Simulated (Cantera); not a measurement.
Input: 1 mol Si3N4, 1.4 mol H2, at 8.30 Pa.

These are equilibrium values from Cantera (NASA tables, ideal gas, pure condensed phases), not measurements of a reactor. Candidate condensed phases: Si, Si3N4; 18 gas species. Mutual solubility and eutectic melting of coexisting phases are not modelled. The tables' values for SiN are old estimates; treat these amounts as uncertain. Gases not in the tables: Si2H6 and higher silanes. The numbers say what is thermodynamically allowed, not how fast it happens.

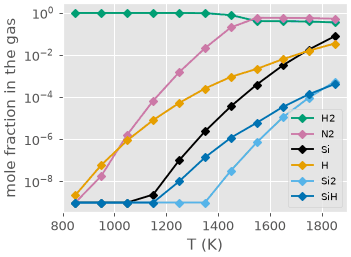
Fig. 1. Equilibrium gas composition (values under 1e-9 drawn at 1e-9)

From 850 K to 1150 K the condensed part is Si3N4(s). From 1250 K to 1450 K the condensed part is Si(s) + Si3N4(s). From 1550 K to 1650 K the condensed part is Si(s). From 1750 K to 1850 K the condensed part is Si(l).
